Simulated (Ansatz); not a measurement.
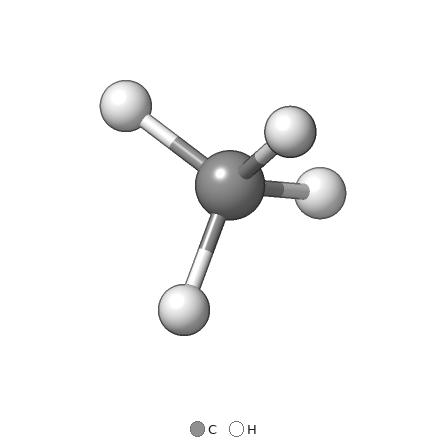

A ball-and-stick model of a molecule.

Description:

It has 5 atoms: 1 carbon and 4 hydrogen (CH₄). This geometry has Td symmetry. Coordination: 1 C tetrahedral.

The parts below concern this one geometry. Atoms keep their numbers from picture to picture. Computed geometry: PBE0-D4/def2-TZVP optimisation.

**Vibrations**

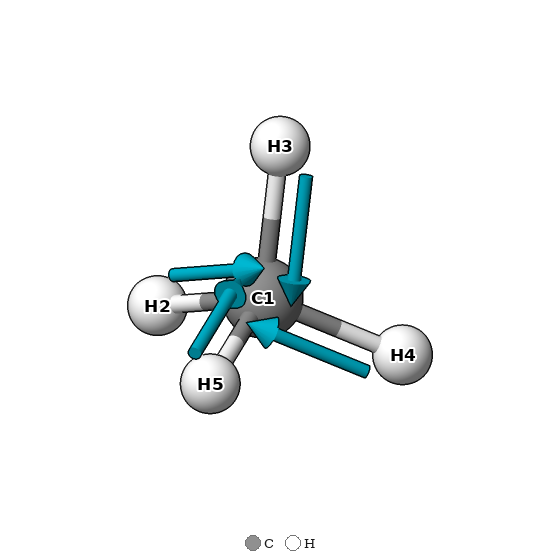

The arrows show one normal mode. Harmonic vibrations computed with RKS PBE0-D4/def2-TZVP (Ansatz 0.2.0) at a stationary point of the same level.

What kind of motion is it?

Mostly in-phase stretching of 4 C–H bonds.

Estimate its harmonic wavenumber.

3047 cm⁻¹; it is mode 6 of 9 counted from the lowest.

**Thermal motion**

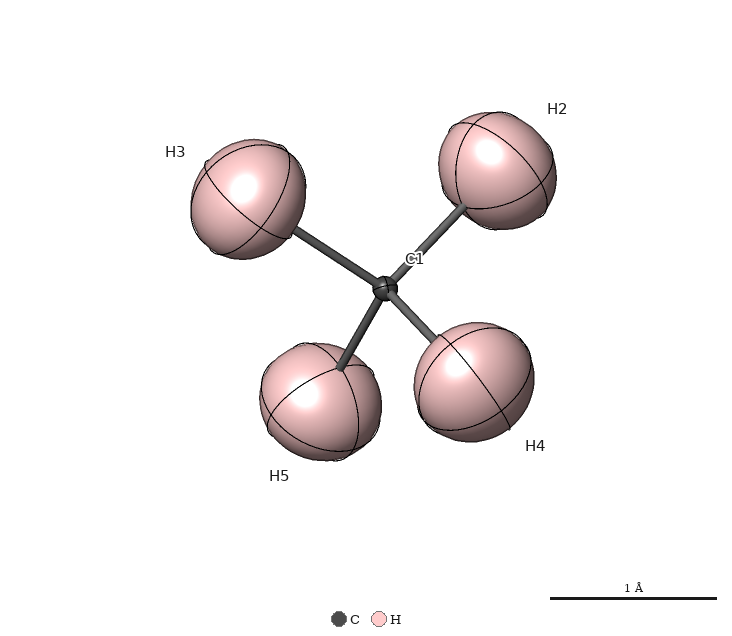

Displacement ellipsoids at the 50 % level, enlarged 3 times, from the internal vibrations of the free molecule (harmonic, no overall translation or rotation; no half-axis is drawn under 0.075 Å). Vibrations computed with RKS PBE0-D4/def2-TZVP (Ansatz 0.2.0). Temperature: 400 K.

List U_eq and the three principal root-mean-square amplitudes for each kind of atom.

| atom | U_eq (Å²) | rms amplitudes (Å) |
| --- | --- | --- |
| C1 | 0.00021 | 0.015, 0.015, 0.015 |
| H2, H3, H4, H5 | 0.0062 | 0.071, 0.082, 0.082 |

**Charges**

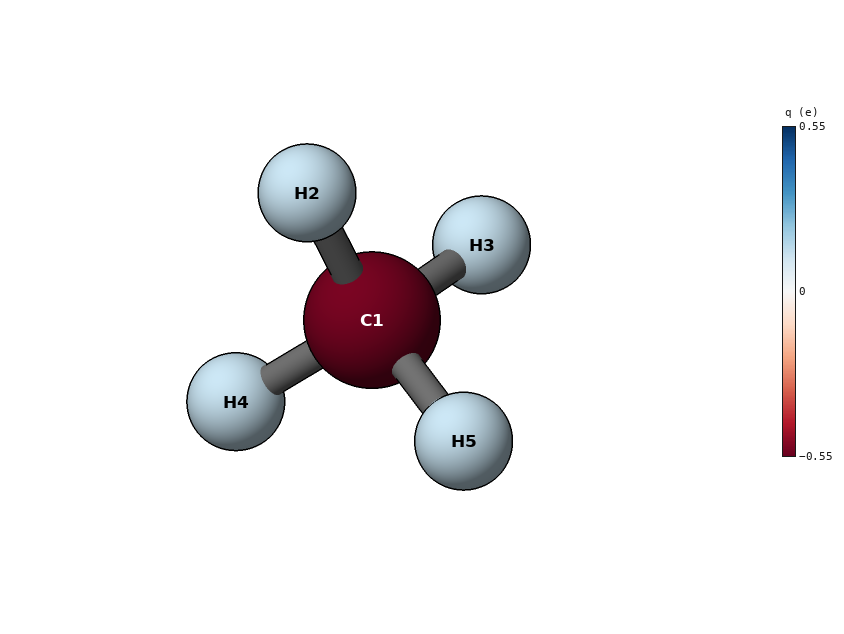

Atoms are coloured by their Mulliken charges. Method: RKS PBE0-D4/def2-TZVP (Ansatz 0.2.0).

List the Mulliken charges.

```tsv
atom	value (e)
C1	−0.53
H2	0.13
H3	0.13
H4	0.13
H5	0.13
```

Mulliken values depend strongly on the basis set and can even reverse the polarity of a bond.
